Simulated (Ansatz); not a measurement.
# WF$_{2}$: what the fields show

Input file:

```
crystal:
  lattice:
    - [4.9226722698, 0.0, 0.0]
    - [0.0, 4.9226722698, 0.0]
    - [0.0, 0.0, 4.1412370965]
  atoms:
    - { symbol: W, position: [0.0, 0.0, 0.0], spin: 2.27 }
    - { symbol: W, position: [0.5, 0.5, 0.5], spin: 2.27 }
    - { symbol: F, position: [0.3097010678, 0.3097010678, 0.0] }
    - { symbol: F, position: [0.6902989322, 0.6902989322, 0.0] }
    - { symbol: F, position: [0.8097010678, 0.1902989322, 0.5] }
    - { symbol: F, position: [0.1902989322, 0.8097010678, 0.5] }
basis:
  ecutwfc: 420
kpoints:
  mp_grid: { grid: [8, 8, 8] }
hamiltonian:
  xc: pbe
  hubbard: { sites: [{ species: W, l: d, u_eff: 6.2 }] }
scf:
  occupations: { method: gaussian, width: 0.1 }
output:
  forces: true
  stress: true
  eigenvalues: true
  populations: true
  write_density: true
  write_potential: true
  elf: true
  volumetric_format: npy
magnetization:
  spin_polarized: true
relax:
  adjacent_minimum: "off"
  f_tol: 0.01
  max_steps: 80
  cell: { stress_tol: 0.05 }
```

Launched as:

```sh
ansatz run input.yaml --threads 1 --pin off --max-ram 2560MiB --backend cpu --events-out ev --progress --plain --runs-dir out
```

Below, planes, directions and counts refer to the conventional cell (a = 4.92 Å, b = 4.92 Å, c = 4.14 Å, α = 90.00°, β = 90.00°, γ = 90.00°).

The fields are those of the relaxed geometry.

Space group P4₂/mnm; started from the rutile prototype, which need not be the ambient phase; the SCF solution may not be the lowest one; Hubbard U of 6.2 eV on W d only; the program warned that another magnetic order may lie lower; spin-polarised.

Computed with DFT PBE+U, scalar-relativistic, plane waves, PAW in Ansatz 0.2.0.

The density is the valence pseudo-density of a PAW calculation; it isn't the true density close to the nuclei.

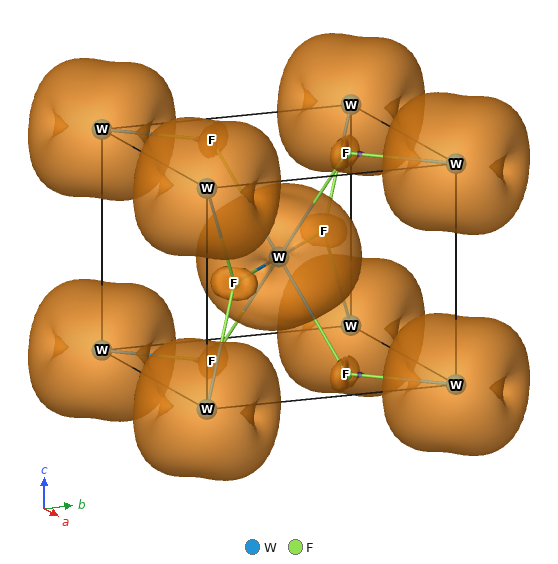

Figure 1. Isosurfaces of the magnetisation density (up minus down) at +0.08 (orange) and −0.08 e/Å³ (purple), seen at an oblique angle. Sticks mark near contacts.

Q: Which atoms carry the moments, and with what signs?

A: The spin density sits on W: +2.1 μB (×2) in one cell of 6 atoms: parallel main moments (a ferromagnetic arrangement) in this solution. The cell of the calculation (6 atoms) carries 8.0 μB of net spin moment.

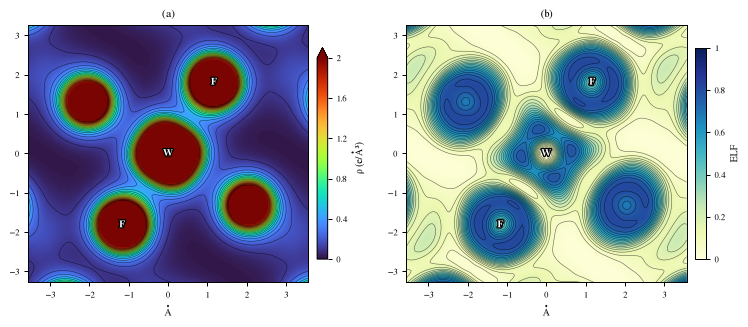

Figure 2. (a) valence charge density (pseudo); (b) electron localisation function on the (111) plane of the conventional cell.

Q: What do the fields say about this system?

A: The plane passes through W and F nuclei. Atoms just off the plane (F, 0.3 Å away) can leave unmarked features too. W–F (2.16 Å): ρ is about 0.44 e/Å³ halfway; the ELF peaks at about 0.80 in the valence shell of F, 0.6 Å from its nucleus, and drops to about 0.05 between the two atoms: no localised pair shows between them. Between the atoms the lowest density in this plane is 0.02 e/Å³. The features right at W lie inside the PAW spheres, where the map follows smoothed inner orbitals and isn't to be read closely.

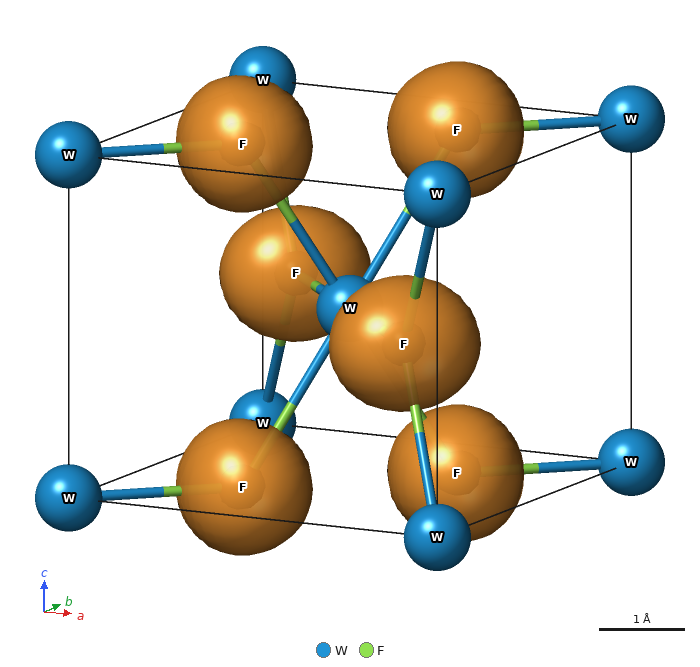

Figure 3. Isosurface of the electron localisation function at 0.65 (orange), seen at an oblique angle. Only the valence region is drawn (cores and ρ < 0.01 e/Å³ removed). Sticks mark near contacts.

Q: What do the ELF domains correspond to?

A: The surface consists of four regions wrapped around F (the valence shell of each), counted in one cell of 6 atoms. Any copies at cell faces, edges or corners count once.


 W–F (2.46 Å): the ELF is about 0.10 at the midpoint: no shared electron pair shows on this line.
